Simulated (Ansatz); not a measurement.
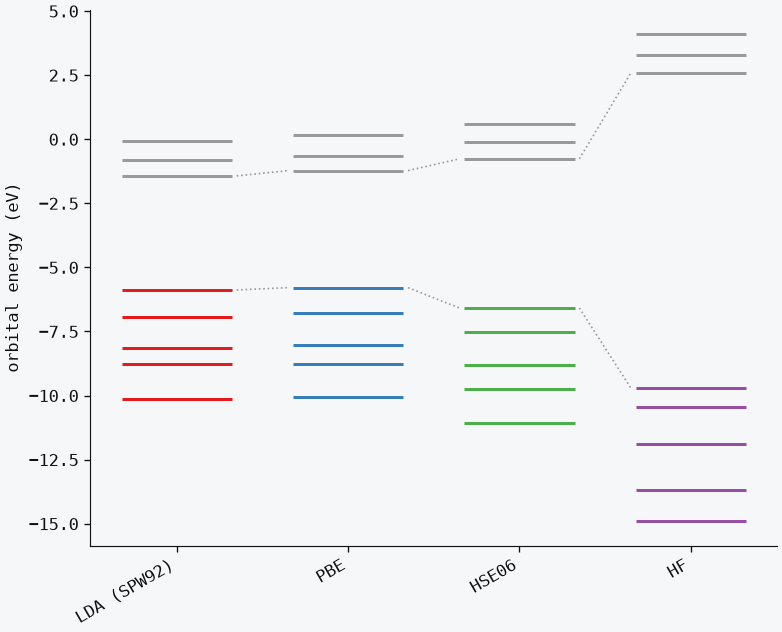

Frontier orbital energies of CH₄SSi, SMILES C1[SiH2]S1 at one geometry, def2-TZVPP, the Ansatz code 0.2.0, at a PBE0-D4/def2-TZVP geometry (a minimum by its frequencies). Empty levels are grey, levels within 0.1 eV stand side by side; all columns show the same few orbitals around the gap. Dotted lines join the HOMOs and the LUMOs.

Q: How do the frontier levels move from column to column?

A: The separation grows from 4.45 eV (LDA (SPW92)) to 12.29 eV (HF).

```csv
level,HOMO (eV),LUMO (eV),separation (eV)
LDA (SPW92),−5.88,−1.43,4.45
PBE,−5.79,−1.22,4.57
HSE06,−6.58,−0.76,5.82
HF,−9.70,2.59,12.29
```

Caveats, for all or some of the runs: empty levels above zero depend strongly on the basis.
